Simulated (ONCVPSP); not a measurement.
| Item | Value |
| --- | --- |
| Element | Ge |
| Generator | ONCVPSP 4.0.1 |
| Type | optimised norm-conserving Vanderbilt (ONCV) |
| Functional | PBE |
| Relativity | scalar-relativistic |
| Frozen core | [Ne] |
| Valence charge | 22 |
| Reference configuration | 3s2 3p6 3d10 4s2 4p1 (charge +1) |
| Partial waves | 3s+4s: rc 1.10 bohr, ncon 4, nbas 7, qcut 8.3 1/bohr, 2 projectors; 3p+4p: rc 1.05 bohr, ncon 4, nbas 8, qcut 11.4 1/bohr, 2 projectors; 3d: rc 1.10 bohr, ncon 4, nbas 9, qcut 13.8 1/bohr, 2 projectors, debl 2.3 Ha |
| Local potential | polynomial inside 1.00 bohr (lpopt 3, dvloc0 -1 Ha) |
| Core correction | none |

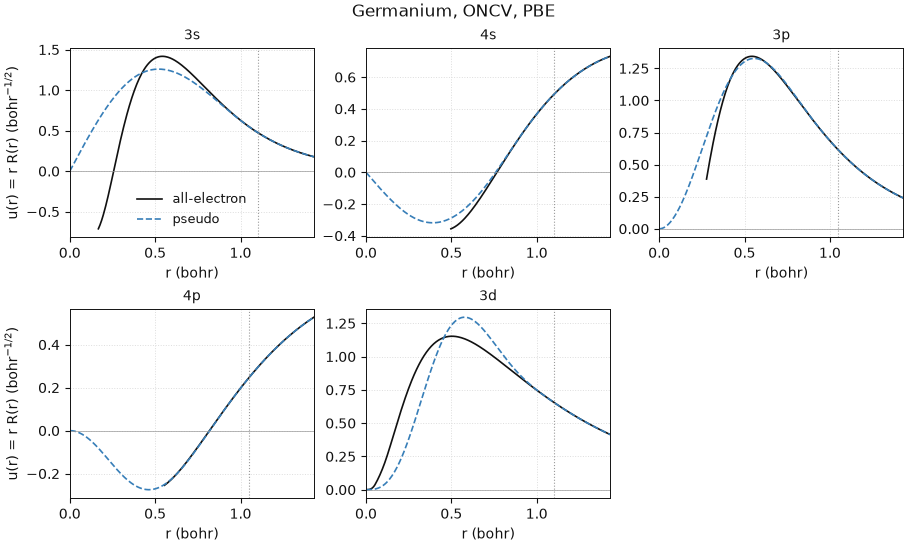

All-electron valence functions (solid) with their pseudo partners (dashed). Dotted lines mark the matching radii. The all-electron curves start outside the innermost oscillations, which aren't drawn.

Pseudo-waves: 3s has no node; 4s has a node at about 0.8 bohr; 3p has no node; 4p has a node at about 0.8 bohr; 3d has no node. A node in 4s and 4p is expected, since a lower shell of the same l is also in the valence and the two must stay orthogonal.

- Cutoffs needed: 81 Ha and 89 Ha (the cutoffs at which the residual kinetic energy of the hardest occupied pseudo-wave falls to 1 and 0.1 mHa per electron)
- Ghost test: no bound ghost flagged; no localised positive-energy state flagged
- Largest excitation error: -5.0 meV (all-electron minus pseudo) for 3s2 3p6 3d10 4s1 4p0, out of 4 test configurations
